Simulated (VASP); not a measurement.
Band structure of PbS (rock salt). Method: PBE GGA, VASP's PBE PAW potentials (set 64) (plane waves; VASP).

Unless said otherwise, spin-orbit coupling is left out, though it shifts the bands of the heavy elements here.

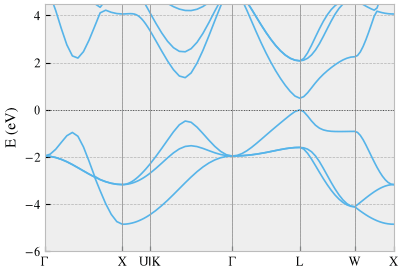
Figure: Bands along high-symmetry lines, zero at the valence-band maximum or, without a gap, the Fermi level

Read the plot: is there a gap, and where are the band edges?

The gap is direct, 0.49 eV, from the valence maximum at L to the conduction minimum at L. (Edges off the drawn lines would not show.)

Measured: gap 0.37 eV (computed value off by +0.12 eV), as given by Wikipedia, List of semiconductor materials.

The compound is PbS in the rock salt structure. It was relaxed first.
